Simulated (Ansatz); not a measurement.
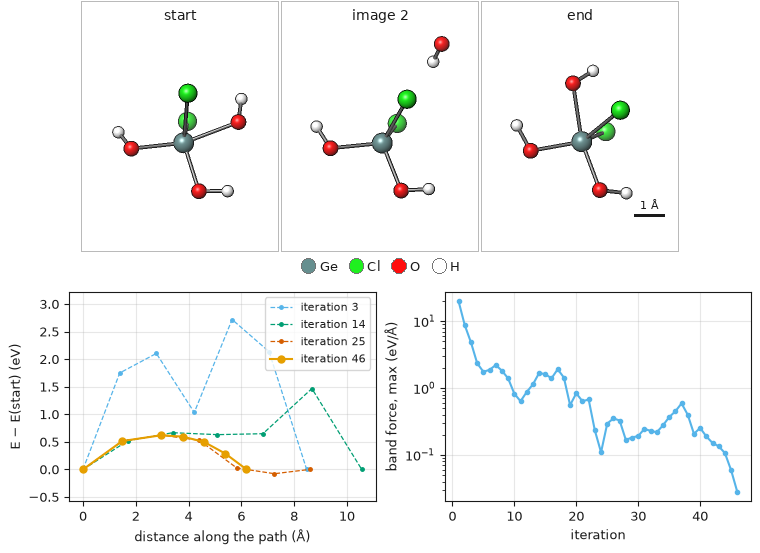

NEB run on GeH₃O₃Cl₂ (multiplicity 2). Images are numbered from 0 (start) to 6 (end). The plot follows the band through its iterations. A ball-and-stick model, seen at a tilt.

The calculation used Ansatz 0.2.0, UKS PBE/def2-SVP. Settings: 5 movable images; climbing image; force threshold 0.05 eV/Å; iteration limit 60; starting path through a guess of the saddle point.

Question: Did the band converge, and can the barrier be trusted?

Answer: The result isn't final. The band hadn't converged when the run stopped after 46 iterations. The largest component of the band force went from 20 to 0.028 eV/Å. The barrier read from it is provisional, though the highest image hardly moved in the last two iterations. The first iteration put the highest image at 7.04 eV. The barrier is about 0.62 eV in both directions, with image 2 at the top; the ends have nearly the same energy.

The run took 18 min on 4 threads of AMD EPYC 7R43 64-Core Processor (Zen 3) (shared host), peak memory 0.35 GiB.
